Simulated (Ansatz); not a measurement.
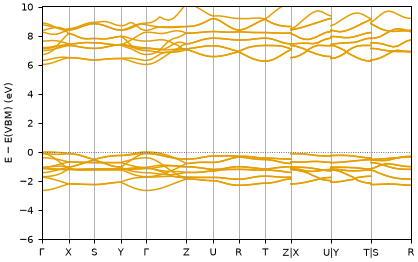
Figure. Band structure from the program Ansatz at the r²SCAN level (PAW)

Read off the gap and where the band edges lie.

About 6.0 eV (6.02 eV by a search for the band edges); maximum at Γ, minimum at Γ.

The material is CaCl2 in space group Pnnm (No. 58; Ca on 2a, Cl on 4g).

The workflow started from a Materials Project entry (that database holds measured and hypothetical structures alike); the Crystallography Open Database files this formula in space group No. 58, but the cells were not matched. Whether it is the stable phase at ambient conditions was not checked. Symmetry was held in the r²SCAN relaxation; its stability against distortions is not shown here.

Potentials: the later of the program's two PAW sets.
